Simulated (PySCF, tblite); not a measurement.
# C₁₂H₂₂MgO₃S (+2): electronic excitations, NMR shifts, part 2 of 2

tblite 0.8.0 and PySCF 2.14.0. Atoms count from 0. The steps go on from the part before.

## 5. NMR shifts: GIAO KT3/pcSseg-1

What the job is given:

```
{"job": {"kind": "nmr", "xc": "KT3", "basis": "pcSseg-1", "pop": false}, "charge": 2, "multiplicity": 1}
C     -3.032502    -0.698181     0.927730
C     -3.685693     0.272064    -0.049439
C     -2.713401     1.410762    -0.363293
C     -1.278156     0.905439    -0.561857
O     -0.471670     1.028621     0.628453
C      0.025912     2.317806     0.958185
C      1.543769     2.348553     0.787484
S      2.299782     1.022936     1.810202
C      3.591206     0.299327     0.721438
C      3.492432    -1.224670     0.762139
O      2.209962    -1.653665     0.318981
C      2.134705    -2.101918    -1.035160
C      0.653787    -2.110898    -1.402622
O      0.182860    -0.840877    -0.970429
C     -1.218874    -0.595395    -0.877683
C     -1.855452    -1.419542     0.249350
Mg     0.665723    -0.537489     0.922334
H     -2.691849    -0.138461     1.803515
H     -3.760497    -1.432971     1.268597
H     -4.592966     0.686389     0.386122
H     -3.972804    -0.252499    -0.960790
H     -3.043402     1.946121    -1.252449
H     -2.715585     2.121327     0.465490
H     -0.777062     1.454008    -1.372409
H     -0.426250     3.084655     0.320808
H     -0.236789     2.530796     2.001590
H      1.819572     2.187791    -0.257875
H      1.941745     3.305382     1.128725
H      3.444931     0.675601    -0.294163
H      4.563451     0.627450     1.093353
H      3.618992    -1.581865     1.790700
H      4.279646    -1.665648     0.141465
H      2.562341    -3.106263    -1.130374
H      2.672976    -1.406162    -1.690612
H      0.521992    -2.231785    -2.484017
H      0.143338    -2.924761    -0.873461
H     -1.702905    -0.794391    -1.842217
H     -2.186064    -2.384752    -0.139200
H     -1.064904    -1.621659     1.019163
```

Method: GIAO KT3/pcSseg-1 NMR shielding, non-relativistic, gas phase.

What it wrote:

```text
start: PBE on a coarse grid of 30984 points
cycle   1  E = -1292.3084268569  dE =  2.755e+00  |g| = 9.847e-01  |ddm| = 5.832e+00
cycle   2  E = -1291.9735040833  dE =  3.349e-01  |g| = 1.648e+00  |ddm| = 2.076e+00
cycle   3  E = -1292.4854536963  dE = -5.119e-01  |g| = 2.519e-01  |ddm| = 1.398e+00
cycle   4  E = -1292.4972513867  dE = -1.180e-02  |g| = 8.464e-02  |ddm| = 3.425e-01
cycle   5  E = -1292.4988735739  dE = -1.622e-03  |g| = 2.105e-02  |ddm| = 9.847e-02
cycle   6  E = -1292.4989675089  dE = -9.393e-05  |g| = 6.348e-03  |ddm| = 2.551e-02
final grid: 271212 points
cycle   7  E = -1309.1437789861  dE = -4.088e-02  |g| = 2.707e-01  |ddm| = 5.857e-01
cycle   8  E = -1309.1234831972  dE =  2.030e-02  |g| = 4.108e-01  |ddm| = 4.426e-01
cycle   9  E = -1309.1515659239  dE = -2.808e-02  |g| = 8.628e-02  |ddm| = 3.489e-01
cycle  10  E = -1309.1528297232  dE = -1.264e-03  |g| = 1.027e-02  |ddm| = 7.979e-02
cycle  11  E = -1309.1528570706  dE = -2.735e-05  |g| = 3.473e-03  |ddm| = 1.870e-02
cycle  12  E = -1309.1528591199  dE = -2.049e-06  |g| = 7.676e-04  |ddm| = 4.174e-03
cycle  13  E = -1309.1528596725  dE = -5.526e-07  |g| = 2.791e-04  |ddm| = 1.107e-03
cycle  14  E = -1309.1528601703  dE = -4.978e-07  |g| = 9.656e-05  |ddm| = 2.695e-04
converged SCF energy = -1309.1528601703

GIAO shielding tensors (ppm)
atom      isotropic    diamagn.    paramagn.     s11        s22        s33       span
  0 C      158.634     249.698     -91.064    150.302    160.753    164.845     14.543
  1 C      162.895     253.323     -90.428    159.273    162.096    167.317      8.044
  2 C      152.032     248.578     -96.545    143.125    148.525    164.447     21.322
  3 C       97.589     247.178    -149.590     67.458     87.890    137.417     69.959
  4 O      284.539     412.819    -128.280    254.793    284.264    314.560     59.767
  5 C      116.138     245.830    -129.692     91.175     96.757    160.480     69.305
  6 C      136.805     257.616    -120.811    108.441    139.629    162.346     53.905
  7 S      610.692    1065.208    -454.516    397.276    664.563    770.236    372.960
  8 C      137.693     258.217    -120.524    111.263    136.393    165.422     54.159
  9 C      111.983     244.257    -132.274     84.491     93.586    157.871     73.380
 10 O      302.597     414.418    -111.821    256.853    308.588    342.350     85.498
 11 C      112.002     250.014    -138.012     78.229    101.180    156.597     78.367
 12 C      118.244     249.260    -131.015     88.803    108.124    157.806     69.003
 13 O      258.807     414.181    -155.374    205.504    240.971    329.945    124.440
 14 C      109.272     257.803    -148.531     82.729     94.072    151.017     68.288
 15 C      140.719     259.642    -118.923    105.715    148.959    167.482     61.768
 16 Mg     540.625     717.412    -176.787    522.592    532.066    567.217     44.625
 17 H       29.805      32.477      -2.671     25.982     29.244     34.190      8.208
 18 H       28.884      26.975       1.909     23.214     26.653     36.786     13.572
 19 H       29.324      25.268       4.056     24.041     26.288     37.641     13.600
 20 H       30.266      29.643       0.624     26.582     27.115     37.103     10.520
 21 H       28.943      28.410       0.532     23.521     27.075     36.233     12.712
 22 H       29.397      30.573      -1.176     23.828     30.203     34.161     10.332
 23 H       27.110      35.665      -8.555     23.584     26.512     31.233      7.649
 24 H       27.170      30.088      -2.918     20.987     28.047     32.477     11.489
 25 H       27.418      30.660      -3.242     21.198     26.785     34.271     13.073
 26 H       28.873      34.765      -5.891     25.118     27.907     33.594      8.476
 27 H       27.394      28.437      -1.043     20.830     25.903     35.450     14.620
 28 H       28.816      33.604      -4.788     25.176     27.445     33.827      8.652
 29 H       27.391      27.130       0.261     20.853     25.631     35.688     14.835
 30 H       27.408      28.256      -0.848     21.829     25.906     34.489     12.660
 31 H       27.037      24.838       2.199     21.638     26.189     33.284     11.647
 32 H       26.937      26.518       0.419     22.272     24.964     33.575     11.304
 33 H       27.473      32.556      -5.083     23.268     26.010     33.139      9.871
 34 H       27.147      29.098      -1.951     22.609     24.991     33.842     11.233
 35 H       27.403      32.405      -5.002     21.773     27.001     33.433     11.660
 36 H       27.140      35.238      -8.098     22.777     27.283     31.361      8.584
 37 H       27.572      32.708      -5.136     22.308     27.785     32.624     10.316
 38 H       32.569      37.946      -5.377     28.980     33.691     35.036      6.056
```

Wall time 47 s (1 thread of Arm Neoverse V1, shared host); peak memory 0.61 GiB.

The references, computed at this level on geometries of the same kind, shield at (ppm): ¹H TMS 31.76, ¹³C TMS 184.7, ¹⁷O H2O 330.8. Their shielding less the atom's gives the shift. The references are single molecules in the gas phase, so shifts against H2O, NH3, PH3, H3PO4 or CFCl3 are not on the usual liquid scales and can be off by tens of ppm.

```
atoms                         environment  σ (ppm)  δ (ppm)
   C3                  sp3 CH bonded to O     97.6     87.1
  C14                  sp3 CH bonded to O    109.3     75.4
   C9                 sp3 CH2 bonded to O    112.0     72.7
  C11                 sp3 CH2 bonded to O    112.0     72.7
   C5                 sp3 CH2 bonded to O    116.1     68.6
  C12                 sp3 CH2 bonded to O    118.2     66.4
   C6                 sp3 CH2 bonded to S    136.8     47.9
   C8                 sp3 CH2 bonded to S    137.7     47.0
  C15                   sp3 CH2 in a ring    140.7     44.0
   C2                   sp3 CH2 in a ring    152.0     32.7
   C0                   sp3 CH2 in a ring    158.6     26.1
   C1                   sp3 CH2 in a ring    162.9     21.8
  H32  hydrogen on an sp3 CH2 bonded to O    26.94     4.82
  H31  hydrogen on an sp3 CH2 bonded to O    27.04     4.72
  H23   hydrogen on an sp3 CH bonded to O    27.11     4.65
  H36   hydrogen on an sp3 CH bonded to O    27.14     4.62
  H34  hydrogen on an sp3 CH2 bonded to O    27.15     4.61
  H24  hydrogen on an sp3 CH2 bonded to O    27.17     4.59
  H29  hydrogen on an sp3 CH2 bonded to S    27.39     4.37
  H27  hydrogen on an sp3 CH2 bonded to S    27.39     4.36
  H35  hydrogen on an sp3 CH2 bonded to O    27.40     4.35
  H30  hydrogen on an sp3 CH2 bonded to O    27.41     4.35
  H25  hydrogen on an sp3 CH2 bonded to O    27.42     4.34
  H33  hydrogen on an sp3 CH2 bonded to O    27.47     4.28
  H37    hydrogen on an sp3 CH2 in a ring    27.57     4.18
  H28  hydrogen on an sp3 CH2 bonded to S    28.82     2.94
  H26  hydrogen on an sp3 CH2 bonded to S    28.87     2.88
  H18    hydrogen on an sp3 CH2 in a ring    28.88     2.87
  H21    hydrogen on an sp3 CH2 in a ring    28.94     2.81
  H19    hydrogen on an sp3 CH2 in a ring    29.32     2.43
  H22    hydrogen on an sp3 CH2 in a ring    29.40     2.36
  H17    hydrogen on an sp3 CH2 in a ring    29.81     1.95
  H20    hydrogen on an sp3 CH2 in a ring    30.27     1.49
  H38    hydrogen on an sp3 CH2 in a ring    32.57    -0.81
  O13                                        258.8     72.0
   O4                                        284.5     46.3
  O10                                        302.6     28.2
   S7                                          611        –
 Mg16                                          541        –
```

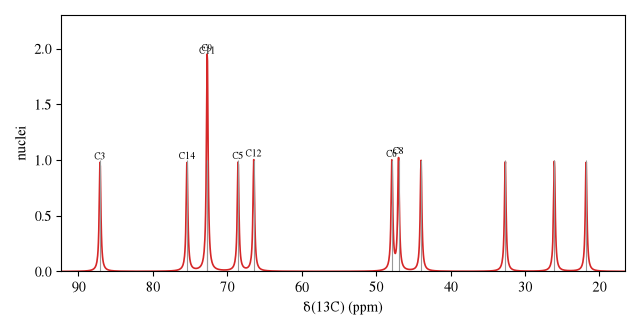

¹³C lines at the computed shifts, without couplings. Lines are broadened to a width of 0.26 ppm (Lorentzian).

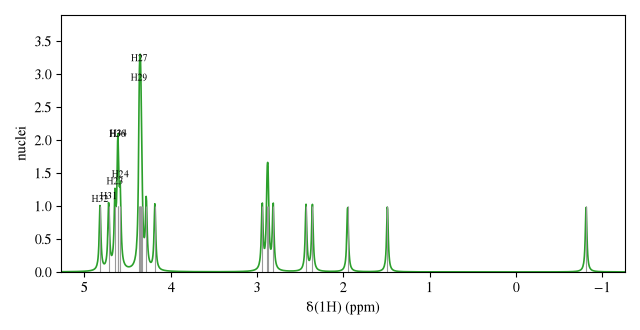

¹H lines at the computed shifts, without couplings. Lines are broadened to a width of 0.02 ppm (Lorentzian).

Ring of atoms C0, C1, C2, C3, C14, C15: NICS(0) -2.5, NICS(1) -3.0, NICS(1)zz 1.2 ppm (means of both faces). The ring holds saturated atoms, so no π current runs round it: these values come from its σ bonds, any local π bonds and neighbouring rings, and say nothing of aromaticity.

## 6. Summary of results

What follows sums up all 2 parts.

| quantity | value |
| --- | --- |
| strongest single infrared mode (GFN2-xTB) | 2577 cm⁻¹, 405 km/mol |
| zero-point energy (GFN2-xTB) | 205.1 kcal/mol |
| lowest singlet (PBE0/def2-SVP) | 6.02 eV (206 nm), f = 0.028 |
| lowest triplet | 5.75 eV |
| ¹³C shifts against TMS (KT3/pcSseg-1) | 87.1, 75.4, 72.7, 72.7, 68.6, 66.4, 47.9, 47.0, 44.0, 32.7, 26.1, 21.8 ppm |
| ¹H shifts against TMS (KT3/pcSseg-1) | 4.82, 4.72, 4.65, 4.62, 4.61, 4.59, 4.37, 4.36, 4.35, 4.35, 4.34, 4.28, 4.18, 2.94 ppm and more |
| ¹⁷O shifts against H2O (KT3/pcSseg-1) | 72.0, 46.3, 28.2 ppm |
| shieldings of S, Mg (KT3/pcSseg-1) | S7 610.7, Mg16 540.6 ppm |

**Reading.** No mode is imaginary among the 111: a minimum at this level. The strongest single mode, at 2577 cm⁻¹, moves mainly H38. Unscaled tight-binding wavenumbers are off by several per cent, some by more. Its intensities can rank the bands wrongly. The lowest singlet, at 6.02 eV, is HOMO→LUMO 0.95 and is weak. The lowest triplet lies 0.27 eV below the lowest singlet. The lowest singlet moves an electron between orbitals on different atoms, a charge-transfer state, which PBE0 without long-range exact exchange places too low; its energy and rank are unsure. At KT3/pcSseg-1: The largest span, 373 ppm, is at S7, where the paramagnetic term is -455 ppm.
